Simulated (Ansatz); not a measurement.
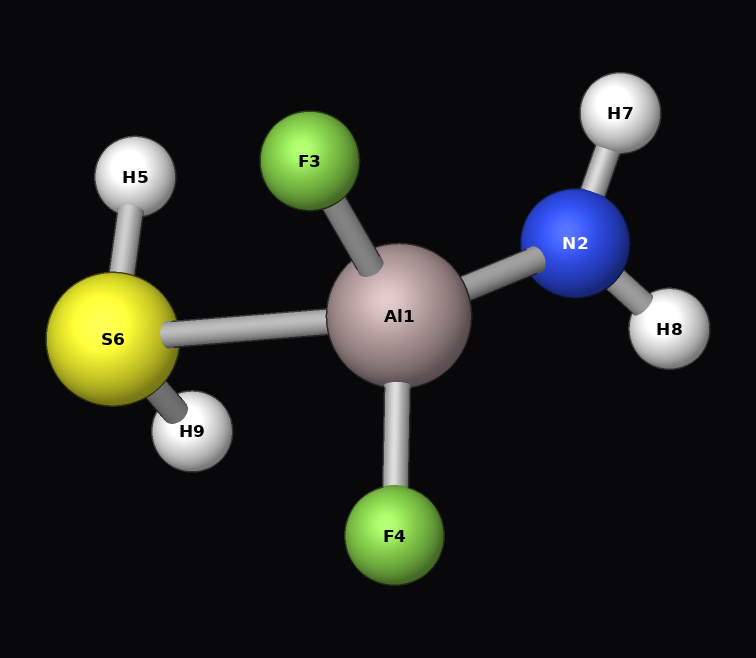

The questions are on Mulliken charges. The computed structure is the end point of a PBE0-D4/def2-TZVP optimisation. Method: RKS PBE0-D4/def2-TZVP (Ansatz 0.2.0).

**Which atom carries the highest charge (most positive or least negative)?**

Al1 (0.70 e).

**And the lowest?**

N2 (−0.69 e).

Give the Mulliken charges atom by atom.

```json
{"atom": "Al1", "value (e)": "0.70"}
{"atom": "N2", "value (e)": "−0.69"}
{"atom": "F3", "value (e)": "−0.37"}
{"atom": "F4", "value (e)": "−0.37"}
{"atom": "H5", "value (e)": "0.21"}
{"atom": "S6", "value (e)": "−0.18"}
{"atom": "H7", "value (e)": "0.24"}
{"atom": "H8", "value (e)": "0.24"}
{"atom": "H9", "value (e)": "0.21"}
```

Mulliken values depend strongly on the basis set and can even reverse the polarity of a bond.
